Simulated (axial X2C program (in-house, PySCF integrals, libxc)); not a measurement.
# All-electron X2C curves of GeCl

What are the state, bond length, wavenumber and bond energy of GeCl, and what does spin–orbit coupling change?

Method: all-electron X2C, Ge dyall-cv3z, Cl dyall-av3z; program: an in-house X2C program for linear molecules on PySCF integrals.

All values are calculated.

### Step 1. The job

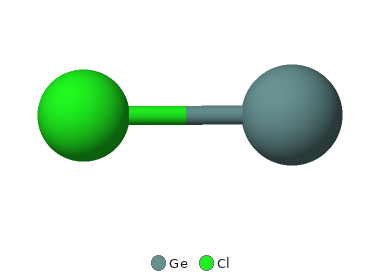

The two atoms at 2.200 Å (germanium teal, chlorine green).

Contents of task.json:

```json
{
 "zs": [
  32,
  17
 ],
 "q": 0,
 "bas": [
  "dyall-cv3z",
  "dyall-av3z"
 ],
 "levels": [
  "PBE0",
  "HF",
  "PBE"
 ],
 "cc": true,
 "r0": 2.2,
 "thr": -1.0,
 "nmax": 90,
 "npts": 10,
 "nst": 2,
 "ntry": 6
}
```

Keys: zs atomic numbers; q charge; bas basis sets; levels methods (HF also brings MP2); cc coupled cluster on or off; r0 starting distance in Å; thr threshold in hartree for freezing inner shells (an s shell follows its p shell); nmax most natural virtual spinors; npts points asked for on the curve; nst determinants followed; ntry starts of the search.

The run is started by

```bash
python so2c.py task.json out
```

Spin-free means the one-electron spin-free X2C Hamiltonian; two-component (2c) means X2C with spin–orbit coupling and atomic mean-field two-electron Coulomb and Gaunt terms. Basis: Ge dyall-cv3z contracted to [9s9p7d4f1g], Cl dyall-av3z contracted to [9s8p3d2f]; Gaussian nuclei, density fitting. Masses: Ge 73.921 u, Cl 34.969 u.

Notation: σ, π±, δ± give the projection m of an orbital's angular momentum (0, ±1, ±2), α and β its spin, Λ and M_S the sums; ω is the projection of a spinor's total angular momentum and Ω the sum. Logs are in hartree.

The results follow Hamiltonian by Hamiltonian and level by level.

### Step 2. Search for the lowest determinant

Determinants are compared with PBE0 at 2.200 Å.

Spin-free determinants:

| ΔE (eV) | state | open shells |
| --- | --- | --- |
| 0.00 | M_S = 1/2, Λ = 1 | beyond closed shells: π+α |
| 2.80 | M_S = 1/2, Λ = 0 | beyond closed shells: σα |
| 3.52 | M_S = 3/2, Λ = 0 | beyond closed shells: σα, π+α, π-α |
| 4.38 | M_S = 1/2, Λ = 0 | beyond closed shells: σβ, π+α, π-α |
| 4.82 | M_S = 3/2, Λ = 1 | beyond closed shells: 2 × π+α, π+β, 2 × π-α |

Two-component determinants:

| ΔE (eV) | state | open shells |
| --- | --- | --- |
| 0.00 | Ω = 1/2 | excess of +ω over −ω: ω = 1/2 |
| 0.13 | Ω = 3/2 | excess of +ω over −ω: ω = 3/2 |
| 4.44 | Ω = 1/2 | excess of +ω over −ω: 2 × ω = -1/2, ω = 3/2 |
| 4.84 | Ω = 5/2 | excess of +ω over −ω: ω = -1/2, 2 × ω = 3/2 |
| 4.92 | Ω = 5/2 | excess of +ω over −ω: 2 × ω = 1/2, ω = 3/2 |
| 5.61 | Ω = 3/2 | excess of +ω over −ω: ω = 3/2 |
| 5.72 | Ω = 7/2 | excess of +ω over −ω: ω = 1/2, 2 × ω = 3/2 |

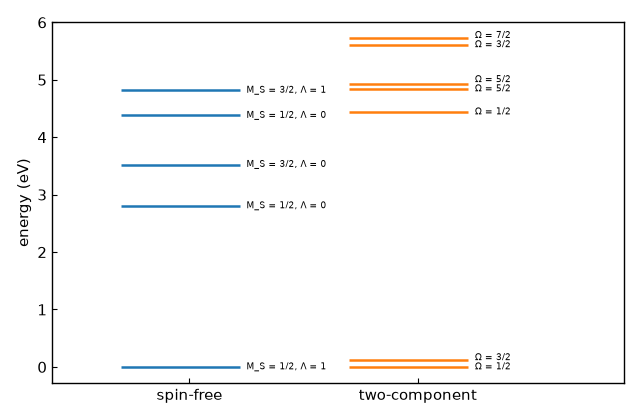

The determinants found, each set from its own lowest.

### Step 3. PBE0, spin-free

State followed: M_S = 1/2, Λ = 1 (beyond closed shells: π+α). The scan is laid around 2.184 Å, a first estimate of the minimum, and this SCF restarts from the orbitals of the search.

The SCF at the reference distance of 2.184 Å:

```text
spin-free X2C-1e  PBE0
basis functions 170  fitting functions 923  grid points 5081
iter        total energy     max residual
   1      -2559.829620966     6.58e-01
   2      -2560.111383285     6.71e-03
   3      -2560.111808482     5.18e-03
   4      -2560.112126270     1.60e-03
   5      -2560.112140221     7.26e-04
   6      -2560.112144804     1.50e-04
   7      -2560.112145236     5.97e-05
   8      -2560.112145288     1.38e-05
   9      -2560.112145289     1.06e-05
converged
one-electron -3823.05497198  Coulomb 1239.34408259  exact exchange -26.54680213  xc functional -81.66416199  nuclear repulsion 131.80970821
```

Along the bond, energies from the lowest point:

```
R (Å)  E (eV)  μ (D)  HOMO (eV)  LUMO (eV)  iterations
1.900  0.8187   0.02      -4.59      -2.74          25
1.987  0.3325  -0.53      -4.78      -2.92          21
2.053  0.1279  -0.95      -4.92      -3.05          21
2.119  0.0253  -1.37      -5.06      -3.19          19
2.184  0.0000  -1.79      -5.19      -3.31           9
2.260  0.0433  -2.28      -5.35      -3.46          20
2.337  0.1437  -2.76      -5.50      -3.60          18
2.435  0.3295  -3.36      -5.69      -3.78          20
2.555  0.6091  -4.06      -5.90      -3.98          21
2.730  1.0605  -5.03      -6.19      -4.25          23
```

Dipoles are positive if Cl is the positive end.

Outer orbitals at the reference distance:

```tsv
symmetry	occupied	ε (eV)	atomic character
δ+α	yes	-33.60	100% Ge d
σα	yes	-33.57	100% Ge d
δ-α	yes	-33.56	100% Ge d
π+α	yes	-33.54	100% Ge d
σβ	yes	-33.53	100% Ge d
π-α	yes	-33.52	100% Ge d
π-β	yes	-33.47	100% Ge d
π+β	yes	-33.47	100% Ge d
δ+β	yes	-33.46	100% Ge d
δ-β	yes	-33.46	100% Ge d
σα	yes	-22.93	81% Cl s, 7% Ge p, 5% Ge s
σβ	yes	-22.84	81% Cl s, 7% Ge p, 5% Ge d
σα	yes	-14.36	55% Ge s, 33% Cl p, 6% Cl s
σβ	yes	-13.61	49% Ge s, 40% Cl p, 6% Cl s
π+α	yes	-9.64	87% Cl p, 9% Ge p, 3% Ge d
π-α	yes	-9.47	88% Cl p, 8% Ge p, 3% Ge d
σα	yes	-9.45	49% Cl p, 27% Ge p, 18% Ge s
π+β	yes	-9.39	90% Cl p, 6% Ge p, 3% Ge d
π-β	yes	-9.39	90% Cl p, 6% Ge p, 3% Ge d
σβ	yes	-9.09	43% Cl p, 27% Ge p, 25% Ge s
π+α	yes	-5.19	80% Ge p, 10% Cl p, 7% Cl d
π-α	no	-3.31	80% Ge p, 8% Cl p, 8% Cl d
π-β	no	-2.38	82% Ge p, 8% Cl d, 7% Cl p
π+β	no	-2.38	82% Ge p, 8% Cl d, 7% Cl p
σα	no	-0.54	56% Ge p, 14% Cl p, 14% Ge d
```

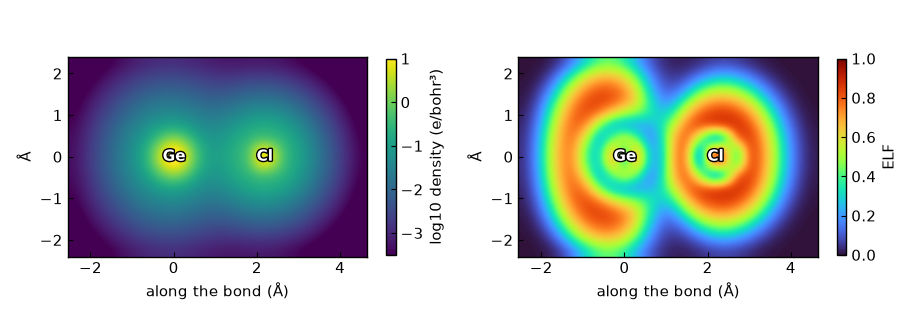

PBE0 fields in a plane through the axis, from a grid of 0.3 Å; Ge lies at z = 0 and Cl at z = 2.184 Å; the ELF is damped to zero where the density is low.

Re = 2.177 Å, ωe = 400 cm⁻¹, ωexe = 1.27 cm⁻¹, Be = 0.1499 cm⁻¹, De = 4.05 eV, μ = -1.75 D.

### Step 4. HF, spin-free

Output at 2.184 Å:

```text
spin-free X2C-1e  HF
basis functions 170  fitting functions 923  grid points 5081
iter        total energy     max residual
   1      -2558.088389683     2.87e-01
   2      -2558.115185548     1.02e-02
   3      -2558.116131558     1.13e-02
   4      -2558.116365737     4.33e-03
   5      -2558.116392095     6.52e-04
   6      -2558.116398840     8.31e-04
   7      -2558.116400401     1.90e-04
   8      -2558.116400846     6.93e-05
   9      -2558.116400942     6.53e-05
  10      -2558.116400961     1.65e-05
  11      -2558.116400964     5.46e-06
  12      -2558.116400964     2.23e-06
converged
one-electron -3823.03294639  Coulomb 1239.43107165  exact exchange -106.32423443  xc functional 0.00000000  nuclear repulsion 131.80970821
```

Re = 2.192 Å, ωe = 395 cm⁻¹, ωexe = 1.28 cm⁻¹, Be = 0.1478 cm⁻¹, De = 2.62 eV, μ = -2.12 D.

### Step 5. PBE, spin-free

Output at 2.184 Å:

```text
spin-free X2C-1e  PBE
basis functions 170  fitting functions 923  grid points 5081
iter        total energy     max residual
   1      -2560.058784465     9.56e-02
   2      -2560.061900975     9.85e-03
   3      -2560.061939830     2.16e-02
   4      -2560.062656340     3.87e-03
   5      -2560.062732069     2.56e-03
   6      -2560.062743405     3.39e-04
   7      -2560.062743802     1.49e-04
   8      -2560.062744030     6.09e-05
   9      -2560.062744045     1.92e-05
  10      -2560.062744048     6.43e-06
converged
one-electron -3822.66461755  Coulomb 1238.90912832  exact exchange 0.00000000  xc functional -108.11696303  nuclear repulsion 131.80970821
```

Re = 2.197 Å, ωe = 384 cm⁻¹, ωexe = 1.27 cm⁻¹, Be = 0.1471 cm⁻¹, De = 4.23 eV, μ = -1.68 D.

### Step 6. Correlated methods, spin-free

Correlated methods: 11 electrons correlated (frozen shells, counted by type: Ge 3 s, 2 p, 1 d; Cl 2 s, 1 p), 233 virtual spinors in MP2, 90 natural virtuals in coupled cluster.

Output of the correlated part at 2.184 Å:

```text
correlated 11  virtual 233  natural virtual 90  E(MP2) -0.267956300  MP2 remainder -0.008540514
iter   CCSD correlation   residual
   1     -0.277653225   1.13e-01
   2     -0.285228014   4.22e-02
   3     -0.286453405   1.64e-02
   4     -0.286449700   5.88e-03
   5     -0.286492774   1.71e-03
   6     -0.286494130   6.68e-04
   7     -0.286494795   2.36e-04
   8     -0.286497081   7.89e-05
   9     -0.286496274   2.47e-05
  10     -0.286496224   8.28e-06
  11     -0.286496108   3.23e-06
  12     -0.286496104   1.40e-06
(T) -0.012678873  T1 0.0195  D1 0.0299  max T2 0.069
```

T1 in the output is the amplitude norm over the root of the electron number; divide by √2 for the Lee–Taylor value.

MP2: Re = 2.186 Å, ωe = 401 cm⁻¹, Be = 0.1486 cm⁻¹, De = 4.05 eV.

CCSD: Re = 2.190 Å, ωe = 397 cm⁻¹, ωexe = 1.24 cm⁻¹, Be = 0.1481 cm⁻¹, De = 3.77 eV. T1 at Re = 0.014 (Lee–Taylor, the printed value over √2).

CCSD(T): Re = 2.193 Å, ωe = 395 cm⁻¹, ωexe = 1.24 cm⁻¹, Be = 0.1476 cm⁻¹, De = 3.90 eV. T1 at Re = 0.014 (Lee–Taylor, the printed value over √2).

### Step 7. The spin-free curves together

Energy (eV) of the followed determinant, spin-free, from each level's lowest point:

```
R (Å)   PBE0     HF    MP2   CCSD  CCSD(T)    PBE
1.900  0.819  0.912  0.887    n/a      n/a  0.901
1.987  0.333  0.387  0.371  0.383    0.392  0.390
2.053  0.128  0.161  0.150  0.158    0.164  0.166
2.119  0.025  0.040  0.035  0.039    0.042  0.044
2.184  0.000  0.000  0.000  0.000    0.000  0.000
2.260  0.043  0.029  0.035  0.031    0.027  0.022
2.337  0.144  0.117  0.130  0.121    0.115  0.102
2.435  0.329  0.289  0.312  0.298    0.288  0.263
2.555  0.609  0.556  0.591    n/a      n/a  0.514
2.730  1.060  0.994  1.048    n/a      n/a  0.925
```

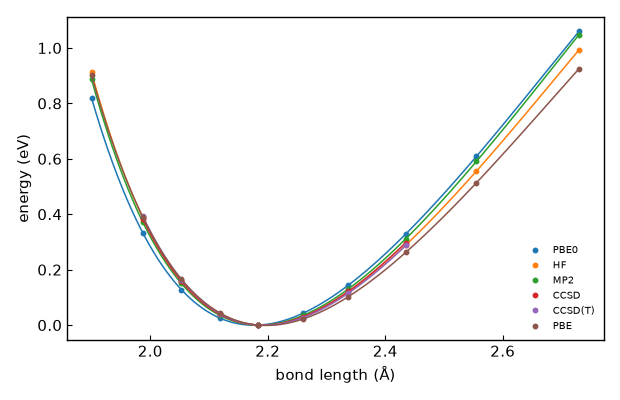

Curves of the followed state, spin-free, each from its own lowest point.

### Step 8. PBE0, 2c

State followed: Ω = 1/2 (excess of +ω over −ω: ω = 1/2). The scan is laid around 2.184 Å, a first estimate of the minimum, and this SCF restarts from the orbitals of the search.

Output at 2.184 Å:

```text
two-component X2C + atomic mean field  PBE0
basis functions 170  fitting functions 923  grid points 5081
iter        total energy     max residual
   1      -2559.082590388     6.57e-01
   2      -2559.367280380     6.70e-03
   3      -2559.367707818     5.13e-03
   4      -2559.368019471     1.57e-03
   5      -2559.368033838     7.04e-04
   6      -2559.368038272     1.54e-04
   7      -2559.368038720     5.09e-05
   8      -2559.368038771     1.43e-05
   9      -2559.368038771     1.05e-05
converged
one-electron -3821.17610482  Coulomb 1238.97040545  exact exchange -26.53801001  xc functional -81.63708417  nuclear repulsion 131.80970821  atomic mean-field constant -0.79695343
```

Along the bond, energies from the lowest point:

```
R (Å)  E (eV)  μ (D)  HOMO (eV)  LUMO (eV)  iterations
1.900  0.8250   0.01      -4.63      -2.67          25
1.987  0.3366  -0.55      -4.83      -2.85          21
2.053  0.1304  -0.97      -4.97      -2.98          21
2.119  0.0265  -1.39      -5.11      -3.11          20
2.184  0.0000  -1.81      -5.24      -3.24           9
2.260  0.0420  -2.29      -5.40      -3.38          20
2.337  0.1412  -2.77      -5.55      -3.52          19
2.435  0.3256  -3.37      -5.74      -3.70          20
2.555  0.6036  -4.08      -5.95      -3.90          21
2.730  1.0529  -5.05      -6.24      -4.17          24
```

Dipoles are positive if Cl is the positive end.

Outer spinors at the reference distance:

```csv
ω,occupied,ε (eV),atomic character,λ mixture
3/2,yes,-33.88,100% Ge d,"86% δ, 14% π"
1/2,yes,-33.84,100% Ge d,"61% π, 39% σ"
-1/2,yes,-33.82,100% Ge d,"51% π, 49% σ"
-3/2,yes,-33.78,100% Ge d,"76% δ, 24% π"
-5/2,yes,-33.32,100% Ge d,100% δ
1/2,yes,-33.29,100% Ge d,"61% σ, 39% π"
-1/2,yes,-33.29,100% Ge d,"51% σ, 49% π"
-3/2,yes,-33.27,100% Ge d,"76% π, 24% δ"
3/2,yes,-33.25,100% Ge d,"86% π, 14% δ"
5/2,yes,-33.22,100% Ge d,100% δ
-1/2,yes,-22.92,"81% Cl s, 7% Ge p, 5% Ge s",100% σ
1/2,yes,-22.83,"81% Cl s, 7% Ge p, 5% Ge d",100% σ
-1/2,yes,-14.34,"55% Ge s, 33% Cl p, 6% Cl s",100% σ
1/2,yes,-13.59,"49% Ge s, 40% Cl p, 6% Cl s",100% σ
1/2,yes,-9.67,"87% Cl p, 9% Ge p, 3% Ge d",100% π
-1/2,yes,-9.46,"66% Cl p, 18% Ge p, 11% Ge s","60% σ, 40% π"
-3/2,yes,-9.42,"88% Cl p, 8% Ge p, 3% Ge d",100% π
-1/2,yes,-9.39,"73% Cl p, 15% Ge p, 7% Ge s","60% π, 40% σ"
3/2,yes,-9.34,"90% Cl p, 6% Ge p, 3% Ge d",100% π
1/2,yes,-9.07,"43% Cl p, 27% Ge p, 25% Ge s",100% σ
1/2,yes,-5.24,"80% Ge p, 10% Cl p, 7% Cl d",100% π
-3/2,no,-3.24,"80% Ge p, 8% Cl p, 8% Cl d",100% π
-1/2,no,-2.42,"82% Ge p, 8% Cl d, 7% Cl p",100% π
3/2,no,-2.30,"82% Ge p, 8% Cl d, 7% Cl p",100% π
-1/2,no,-0.53,"56% Ge p, 14% Ge d, 14% Cl p",100% σ
```

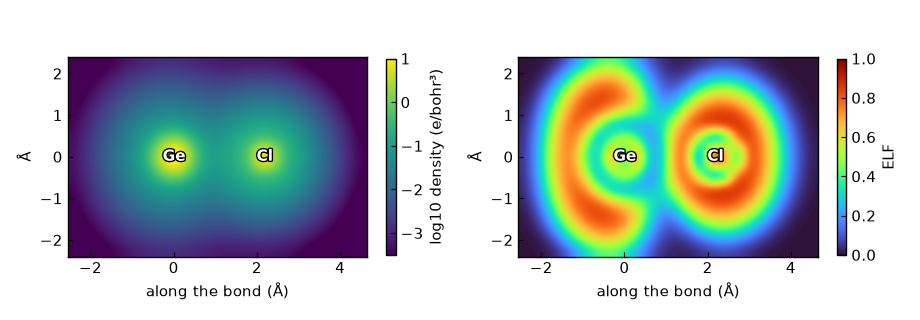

PBE0 fields in a plane through the axis, from a grid of 0.3 Å; Ge lies at z = 0 and Cl at z = 2.184 Å; the ELF is damped to zero where the density is low.

Re = 2.178 Å, ωe = 400 cm⁻¹, ωexe = 1.27 cm⁻¹, Be = 0.1497 cm⁻¹, De = 4.10 eV, μ = -1.77 D.

### Step 9. HF, 2c

Output at 2.184 Å:

```text
two-component X2C + atomic mean field  HF
basis functions 170  fitting functions 923  grid points 5081
iter        total energy     max residual
   1      -2557.344984626     2.87e-01
   2      -2557.371730799     1.02e-02
   3      -2557.372672408     1.13e-02
   4      -2557.372905846     4.32e-03
   5      -2557.372932081     6.54e-04
   6      -2557.372938866     8.34e-04
   7      -2557.372940447     1.93e-04
   8      -2557.372940894     6.26e-05
   9      -2557.372940990     6.46e-05
  10      -2557.372941009     1.64e-05
  11      -2557.372941011     5.41e-06
  12      -2557.372941011     2.26e-06
converged
one-electron -3821.15426004  Coulomb 1239.05741575  exact exchange -106.28885151  xc functional 0.00000000  nuclear repulsion 131.80970821  atomic mean-field constant -0.79695343
```

Re = 2.193 Å, ωe = 394 cm⁻¹, ωexe = 1.28 cm⁻¹, Be = 0.1477 cm⁻¹, De = 2.60 eV, μ = -2.15 D.

### Step 10. PBE, 2c

The SCF at the reference distance of 2.184 Å:

```text
two-component X2C + atomic mean field  PBE
basis functions 170  fitting functions 923  grid points 5081
iter        total energy     max residual
   1      -2559.314407926     9.56e-02
   2      -2559.317526191     9.86e-03
   3      -2559.317569337     2.14e-02
   4      -2559.318273209     3.77e-03
   5      -2559.318346162     2.51e-03
   6      -2559.318356925     3.36e-04
   7      -2559.318357307     1.48e-04
   8      -2559.318357528     6.05e-05
   9      -2559.318357543     1.73e-05
  10      -2559.318357546     6.42e-06
converged
one-electron -3820.78558774  Coulomb 1238.53532764  exact exchange 0.00000000  xc functional -108.08085223  nuclear repulsion 131.80970821  atomic mean-field constant -0.79695343
```

Re = 2.199 Å, ωe = 384 cm⁻¹, ωexe = 1.27 cm⁻¹, Be = 0.1469 cm⁻¹, De = 4.28 eV, μ = -1.70 D.

### Step 11. MP2 and beyond, 2c

Correlated methods: 11 electrons correlated (frozen shells, counted by type: Ge 3 s, 2 p, 1 d; Cl 2 s, 1 p), 233 virtual spinors in MP2, 90 natural virtuals in coupled cluster.

Output of the correlated part at 2.184 Å:

```text
correlated 11  virtual 233  natural virtual 90  E(MP2) -0.267849039  MP2 remainder -0.008540297
iter   CCSD correlation   residual
   1     -0.277541833   1.13e-01
   2     -0.285096277   4.19e-02
   3     -0.286302646   1.61e-02
   4     -0.286299027   5.80e-03
   5     -0.286341744   1.70e-03
   6     -0.286343138   6.66e-04
   7     -0.286343881   2.35e-04
   8     -0.286346119   7.98e-05
   9     -0.286345312   2.75e-05
  10     -0.286345269   1.24e-05
  11     -0.286345115   6.84e-06
  12     -0.286345131   3.82e-06
(T) -0.012653148  T1 0.0194  D1 0.0299  max T2 0.069
```

MP2: Re = 2.187 Å, ωe = 400 cm⁻¹, Be = 0.1485 cm⁻¹, De = 4.07 eV.

CCSD: Re = 2.191 Å, ωe = 397 cm⁻¹, ωexe = 1.24 cm⁻¹, Be = 0.1479 cm⁻¹, De = 3.79 eV. T1 at Re = 0.014 (Lee–Taylor, the printed value over √2).

CCSD(T): Re = 2.194 Å, ωe = 394 cm⁻¹, ωexe = 1.24 cm⁻¹, Be = 0.1475 cm⁻¹, De = 3.92 eV. T1 at Re = 0.014 (Lee–Taylor, the printed value over √2).

### Step 12. A higher determinant, 2c

State: Ω = 3/2 (excess of +ω over −ω: ω = 3/2).

Output at the reference distance:

```text
two-component X2C + atomic mean field  PBE0
basis functions 170  fitting functions 923  grid points 5081
iter        total energy     max residual
   1      -2559.077922850     6.57e-01
   2      -2559.362655404     6.70e-03
   3      -2559.363083063     5.11e-03
   4      -2559.363393231     1.57e-03
   5      -2559.363407661     6.95e-04
   6      -2559.363412110     1.57e-04
   7      -2559.363412562     5.19e-05
   8      -2559.363412614     2.15e-05
   9      -2559.363412615     1.49e-05
converged
one-electron -3821.08410659  Coulomb 1238.88042675  exact exchange -26.53737545  xc functional -81.63511211  nuclear repulsion 131.80970821  atomic mean-field constant -0.79695343
```

```
R (Å)  E above the lowest PBE0 point (eV)
1.900                               0.945
1.987                               0.459
2.053                               0.254
2.119                               0.151
2.184                               0.126
2.260                               0.169
2.337                               0.270
2.435                               0.456
2.555                               0.735
```

Re = 2.177 Å, ωe = 400 cm⁻¹, ωexe = 1.27 cm⁻¹, Be = 0.1499 cm⁻¹, μ = -1.72 D. Te = 0.13 eV.

### Step 13. The 2c curves together

Energy (eV) of the followed determinant, 2c, from each level's lowest point:

```
R (Å)   PBE0     HF    MP2   CCSD  CCSD(T)    PBE
1.900  0.825  0.918  0.893    n/a      n/a  0.907
1.987  0.337  0.392  0.375  0.387    0.396  0.393
2.053  0.130  0.163  0.153  0.160    0.166  0.168
2.119  0.027  0.041  0.036  0.040    0.043  0.045
2.184  0.000  0.000  0.000  0.000    0.000  0.000
2.260  0.042  0.027  0.034  0.030    0.026  0.021
2.337  0.141  0.114  0.128  0.119    0.112  0.100
2.435  0.326  0.285  0.308  0.294    0.284  0.259
2.555  0.604  0.550  0.586    n/a      n/a  0.509
2.730  1.053  0.986  1.041    n/a      n/a  0.918
```

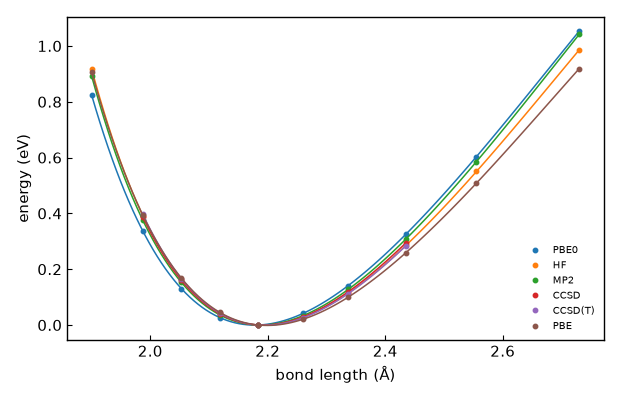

Curves of the followed state, 2c, each from its own lowest point.

Time for the job: 1.9 min (1 thread of Arm Neoverse V1, shared host); peak memory 0.69 GiB.

### Step 14. Constants

Lowest determinant that the search found at its distance, spin-free: M_S = 1/2, Λ = 1 (beyond closed shells: π+α).

Lowest determinant that the search found at its distance, 2c: Ω = 1/2 (excess of +ω over −ω: ω = 1/2).

| Hamiltonian | level | Re (Å) | ωe (cm⁻¹) | De (eV) | μ (D) |
| --- | --- | --- | --- | --- | --- |
| spin-free | PBE0 | 2.177 | 400 | 4.05 | -1.75 |
| spin-free | HF | 2.192 | 395 | 2.62 | -2.12 |
| spin-free | MP2 | 2.186 | 401 | 4.05 | n/a |
| spin-free | CCSD | 2.190 | 397 | 3.77 | n/a |
| spin-free | CCSD(T) | 2.193 | 395 | 3.90 | n/a |
| spin-free | PBE | 2.197 | 384 | 4.23 | -1.68 |
| 2c | PBE0 | 2.178 | 400 | 4.10 | -1.77 |
| 2c | HF | 2.193 | 394 | 2.60 | -2.15 |
| 2c | MP2 | 2.187 | 400 | 4.07 | n/a |
| 2c | CCSD | 2.191 | 397 | 3.79 | n/a |
| 2c | CCSD(T) | 2.194 | 394 | 3.92 | n/a |
| 2c | PBE | 2.199 | 384 | 4.28 | -1.70 |

Dipoles are positive if Cl is the positive end.

Time per point (s) on 1 thread of Arm Neoverse V1, shared host (2c runs; CCSD comes with the CCSD(T) run); the times are rough: PBE0 0.93, HF 0.71, MP2 0.86, CCSD(T) 4.3, PBE 0.49.

What this shows: At CCSD(T), going from spin-free to two-component changes Re by +1 mÅ, ωe by -0.2 %; the spin-free picture holds up (part of it comes from the scalar share of the two-electron terms). De moves by +0.01 eV; both De rest on single-determinant atoms, which can miss part of an open shell's spin–orbit lowering.

De refers to Ge + Cl, each in the lowest determinant found, which need not be this curve's own limit. The state is a single determinant with fixed occupations, the lowest that a limited PBE0 search found. Dissociation energies refer to the lowest single-determinant-based atoms at the same level and basis. Density functionals use the spin component along the axis (collinear). Coupled cluster ran in a truncated set of natural virtual spinors; the MP2 energy of the rest was added. With the outer-core shells frozen, correlated bond lengths of heavy atoms tend to come out a few hundredths of an ångström too long.
